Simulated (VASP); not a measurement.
Band structure of BaO (relaxed from the zinc blende structure, space group F-43m). Calculation: PBEsol GGA, VASP's PBE PAW potentials (set 64) (plane waves; VASP 6.6.1).

Unless said otherwise, spin-orbit coupling is left out, though it shifts the bands of the heavy elements here.

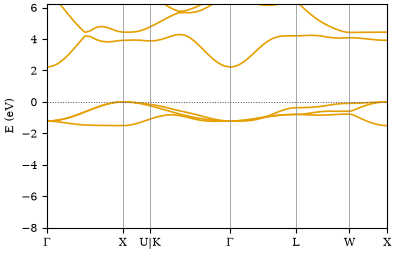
Figure: Bands along high-symmetry lines, zero at the valence-band maximum or, without a gap, the Fermi level

Read the plot: is there a gap, and where are the band edges?

The gap is indirect, 2.22 eV, from the valence maximum at X to the conduction minimum at Γ. (Edges off the drawn lines would not show.)

The structure was generated: BaO was put into the zinc blende type (F-43m), which need not be its known phase. It was relaxed first, which changed the volume by -24 %.
